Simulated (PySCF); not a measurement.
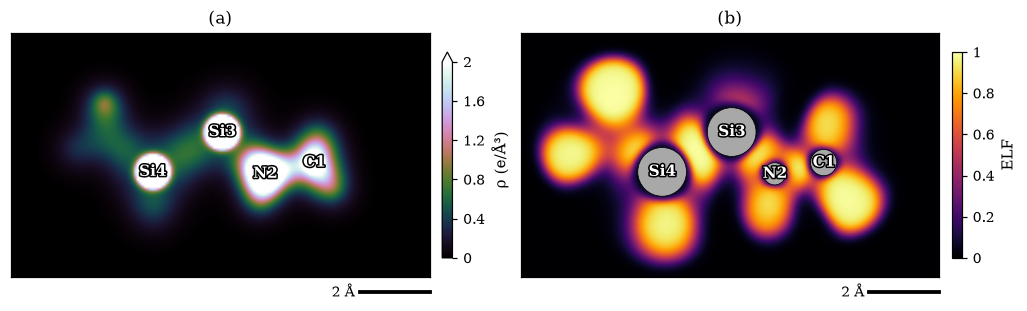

Figure. C₂H₁₃NSi₃ (SMILES CN[SiH2][SiH2]C[SiH3]). (a) electron density; (b) electron localisation function on the plane of atoms C1, N2 and Si3. Grey discs cover the atomic cores in the ELF map.

Geometry: GFN2-xTB.

Method: PySCF 2.14.0, wB97X-D/def2-SVPD, SCF density, gas phase.

The calculation's input:

```
{"job": {"kind": "uv", "xc": "wB97X-D", "basis": "def2-SVPD", "nstates": 8, "ntriplets": 3}, "charge": 0, "multiplicity": 1}
C     -3.434545     0.805479     0.532469
N     -2.251060    -0.017547     0.506102
Si    -0.962349     0.234595    -0.605719
Si     0.614890    -1.367805    -0.123535
C      2.342764    -0.779238    -0.660808
Si     3.085569     0.639046     0.354769
H     -3.890022     0.784284     1.524743
H     -3.150404     1.829202     0.300416
H     -4.185800     0.486738    -0.199211
H     -2.452768    -0.960974     0.800062
H     -1.393976     0.195194    -2.024009
H     -0.584498     1.640296    -0.389915
H      0.358754    -2.635300    -0.839847
H      0.708318    -1.770573     1.289701
H      2.298798    -0.478048    -1.708651
H      3.026381    -1.627846    -0.622861
H      3.240822     0.218927     1.749207
H      2.214225     1.814367     0.287347
H      4.405098     0.998455    -0.177721
```

Run with:

```sh
OMP_NUM_THREADS=1 python probes_run.py task.json out
```

Q: What does the map show?

A: The plane passes through C, N and Si nuclei. C–N (1.44 Å): ρ at the midpoint is about 1.9 e/Å³; the ELF peaks at about 0.95 between the atoms (localised, covalent bonding). Si–N (1.72 Å): ρ is about 1.1 e/Å³ halfway; the ELF peaks at about 0.90 between the atoms (a shared but strongly polarised pair). Si–Si (2.30 Å): the density is about 0.7 e/Å³ at the midpoint; the ELF peaks at about 1 between the atoms, as expected for localised, covalent bonding.
